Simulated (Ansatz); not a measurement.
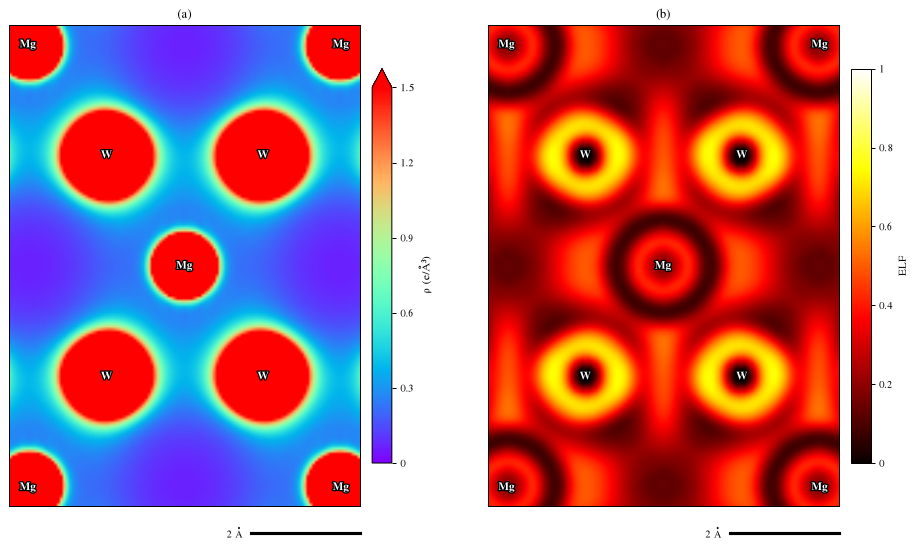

MgW4. (a) valence electron density; (b) ELF on the (101) plane of the conventional cell.

Space group Im-3m; a structure generated by program, which may or may not match a known phase.

Theory: DFT PBE, scalar-relativistic, plane waves, PAW (Ansatz).

In a PAW calculation such maps are meaningful between the atoms, not at the nuclei.

**Read the bonding off the picture.**

- Atoms in the plane: Mg and W.
- Mg–W (2.48 Å): ρ at the midpoint is about 0.36 e/Å³; the ELF is about 0.25 at the midpoint (no localised pair shows between them).
- Between the atoms the lowest density in this plane is 0.07 e/Å³.
- The features right at W lie inside the PAW spheres, where the map follows smoothed inner orbitals and isn't to be read closely.
